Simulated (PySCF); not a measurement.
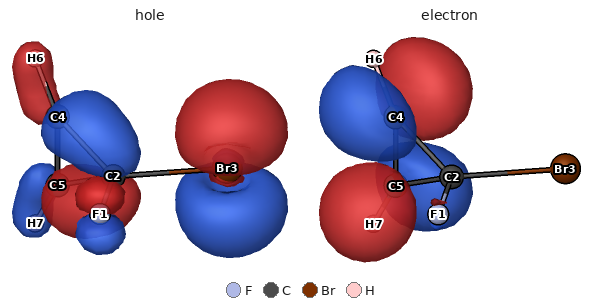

Figure 1: C3H2BrF, SMILES `FC1(Br)C=C1`. Leading natural transition orbital pair of S₁ (full linear response singlet states); the surfaces enclose about 70 % of each orbital's density.

Level of theory: B3LYP/def2-SVPD (PySCF), at a geometry from GFN2-xTB. No frequency check shows the geometry to be a minimum. GFN2-xTB bond lengths at metals and heavier atoms can be off by up to 0.1 Å and shapes distorted, which carries into these values.

Characterise the state.

Answer. 5.31 eV (233 nm), f = 0.006, charge transfer, whose energy this functional puts too low; the leading pair carries 99 %; hole on Br3 (56 %), C2 (14 %) and C4 and C5 (10 % each), electron on C4 and C5 (38 % each), H6 and H7 (7 % each) and C2 (6 %); their centroids lie 1.9 Å apart. In canonical orbitals it is mainly HOMO → LUMO (96 %). The HOMO–LUMO gap is 6.40 eV.
